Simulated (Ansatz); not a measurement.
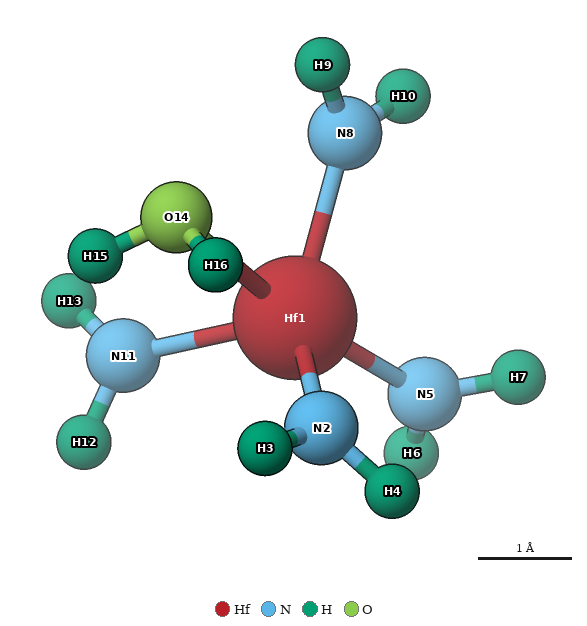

The structure (ball-and-stick view, seen at a tilt; atoms are numbered from 1 in the order of the input). Sticks mark near contacts.

# Frequency calculation, with input and output: HfN₄H₁₀O

The run: frequency calculation of HfN₄H₁₀O. Method and program: RKS PBE/def2-SVP (Ansatz 0.2.0).

It belongs to a series of runs on one base structure; here: vibrations at the highest image of the band. Figures and captions count atoms from 1; the log counts them from 0 in places.

Input
```yaml
crystal:
  periodic: [false, false, false]
  atoms:
    - { symbol: Hf, position_ang: [-0.154999, -0.000238, 0.062735] }
    - { symbol: "N", position_ang: [0.00386, -0.181657, 2.165481] }
    - { symbol: H, position_ang: [-0.63261, -0.557475, 2.878939] }
    - { symbol: H, position_ang: [0.922403, -0.103449, 2.618288] }
    - { symbol: "N", position_ang: [1.835063, 0.106126, -0.459587] }
    - { symbol: H, position_ang: [2.429197, -0.619609, -0.875063] }
    - { symbol: H, position_ang: [2.414129, 0.947599, -0.342905] }
    - { symbol: "N", position_ang: [-0.858311, 1.688233, -0.912904] }
    - { symbol: H, position_ang: [-1.732795, 2.183615, -0.706806] }
    - { symbol: H, position_ang: [-0.347957, 2.220729, -1.626166] }
    - { symbol: "N", position_ang: [-0.887417, -1.769337, -0.727485] }
    - { symbol: H, position_ang: [-0.66026, -2.690157, -0.330775] }
    - { symbol: H, position_ang: [-1.38825, -1.924246, -1.609577] }
    - { symbol: O, position_ang: [-2.453231, 0.296058, 0.98735] }
    - { symbol: H, position_ang: [-2.776567, -0.6263, 0.943671] }
    - { symbol: H, position_ang: [-2.161554, 0.420408, 1.915306] }
basis:
  gaussian: { orbitals: def2-SVP }
hamiltonian:
  xc: pbe
phonons: {}
```

Command:
```bash
ansatz run input.yaml --threads 4 --pin off --max-ram 5120MiB --backend cpu --events-out ev --progress --plain --runs-dir out
```

Log
```
Engine: ansatz 0.2.0, aarch64-unknown-linux-gnu
Functional definition: PBE
  parameter kappa = 0.804
  parameter beta = 0.06672455060314922
  exchange = pbe_x(kappa = kappa, mu = beta*pi^2/3)
  correlation = pbe_c(beta = beta)
1725 factors; their error is unknown
mean field evaluation 1: about -9430.1246 eV, gradient 1.3e2 eV
mean field evaluation 2: about -9267.5748 eV, gradient 2.7e2 eV
mean field evaluation 4: about -9464.6813 eV, gradient 2.4e1 eV
mean field evaluation 8: about -9466.0575 eV, gradient 1.6e-1 eV
mean field evaluation 16: about -9465.9506 eV, gradient 2.3e-3 eV
mean field -9465.95062877 eV, -347.8672693554 hartree, gradient 4.7e-5 eV, S^2 0.000000; 0 other end points of the search recorded, 0 dependent functions left out
the calculation of the forces begins
reference -9465.95072516 eV, -347.8672728977 hartree; 29, 29 occupied and 123, 123 virtual orbitals, 1725 factors
these checks for a lower state are left out or cut short: stability, starts, cluster_reference, orbital_swaps, neighbouring_geometries, increment
1725 factors; their error is unknown
mean field -9465.95054773 eV, -347.8672663773 hartree, gradient 1.4e-6 eV, S^2 0.000000; 0 other end points of the search recorded, 0 dependent functions left out
[... from here on the field's lines of each further geometry are left out, up to the last ...]
the calculation of the forces begins
reference -9465.95063558 eV, -347.8672696058 hartree; 29, 29 occupied and 123, 123 virtual orbitals, 1725 factors
these checks for a lower state are left out or cut short: stability, starts, cluster_reference, orbital_swaps, neighbouring_geometries, increment
1725 factors; their error is unknown
mean field -9465.95045647 eV, -347.8672630235 hartree, gradient 1.5e-6 eV, S^2 0.000000; 0 other end points of the search recorded, 0 dependent functions left out
the calculation of the forces begins
reference -9465.95055286 eV, -347.8672665657 hartree; 29, 29 occupied and 123, 123 virtual orbitals, 1725 factors
WARN: phonons: modes at or below zero, which the zero-point energy, F, S and C_V leave out: 1, the lowest at -222.68 cm⁻¹. A minimum has none, and a first-order saddle one
Total energy: -9465.95072516 eV, -347.8672728977 hartree
Atom 0 at    -0.154999    -0.000238     0.062735 Å, force     0.003939     0.014564     0.011310 eV/Å
Atom 1 at     0.003860    -0.181657     2.165481 Å, force    -0.017111     0.005046    -0.034813 eV/Å
Atom 2 at    -0.632610    -0.557475     2.878939 Å, force     0.028799     0.008275     0.019657 eV/Å
Atom 3 at     0.922403    -0.103449     2.618288 Å, force    -0.000975    -0.009657     0.019434 eV/Å
Atom 4 at     1.835063     0.106126    -0.459587 Å, force    -0.006648     0.004352    -0.001026 eV/Å
Atom 5 at     2.429197    -0.619609    -0.875063 Å, force    -0.003388     0.003003    -0.002066 eV/Å
Atom 6 at     2.414129     0.947599    -0.342905 Å, force     0.006364    -0.006352     0.000143 eV/Å
Atom 7 at    -0.858311     1.688233    -0.912904 Å, force    -0.021322     0.003351     0.003405 eV/Å
Atom 8 at    -1.732795     2.183615    -0.706806 Å, force     0.004541     0.002923     0.000369 eV/Å
Atom 9 at    -0.347957     2.220729    -1.626166 Å, force     0.011399    -0.012691     0.001001 eV/Å
Atom 10 at    -0.887417    -1.769337    -0.727485 Å, force    -0.000200    -0.032426    -0.000352 eV/Å
Atom 11 at    -0.660260    -2.690157    -0.330775 Å, force    -0.001561     0.009828    -0.002588 eV/Å
Atom 12 at    -1.388250    -1.924246    -1.609577 Å, force     0.004632     0.017381    -0.002094 eV/Å
Atom 13 at    -2.453231     0.296058     0.987350 Å, force    -0.005198    -0.033497    -0.024953 eV/Å
Atom 14 at    -2.776567    -0.626300     0.943671 Å, force    -0.007672     0.015975    -0.003693 eV/Å
Atom 15 at    -2.161554     0.420408     1.915306 Å, force     0.004401     0.009923     0.016267 eV/Å
Dipole moment:    -0.212899    -0.251006     0.282574 e Å
Vibrations: -222.68 44.93 107.78 123.87 136.29 145.62 154.12 209.01 219.42 260.78 277.15 337.81 365.97 402.66 418.04 423.48 434.47 461.30 463.11 465.73 479.73 515.72 539.98 581.95 588.30 591.06 608.15 1450.08 1456.05 1458.51 1481.67 1560.95 3439.42 3443.33 3444.87 3454.89 3520.21 3535.01 3535.94 3547.59 3612.35 3724.60 cm⁻¹, zero-point energy 3.224948 eV
```

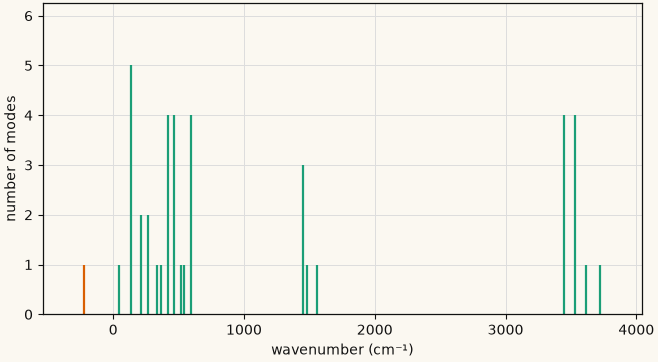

Harmonic vibrational wavenumbers from the force constants; neighbouring modes closer than 18 cm⁻¹ are counted in one stick, and imaginary ones are drawn at negative wavenumbers. 42 modes from 223i to 3725 cm⁻¹, 1 imaginary beyond 8i (223i cm⁻¹): a first-order saddle point, if the geometry is stationary.

Key numbers

```json
{"quantity": "outcome", "value": "converged"}
{"quantity": "total energy", "value": "−9465.9507 eV"}
{"quantity": "mean-field energy", "value": "−9465.9507 eV"}
{"quantity": "largest force (length of the vector)", "value": "0.042 eV/Å"}
{"quantity": "hardware", "value": "4 threads of Arm Neoverse V1, 24 GiB of memory available, shared host"}
{"quantity": "wall time", "value": "2.4 min (CPU time 8.9 min)"}
{"quantity": "peak memory", "value": "0.22 GiB"}
```
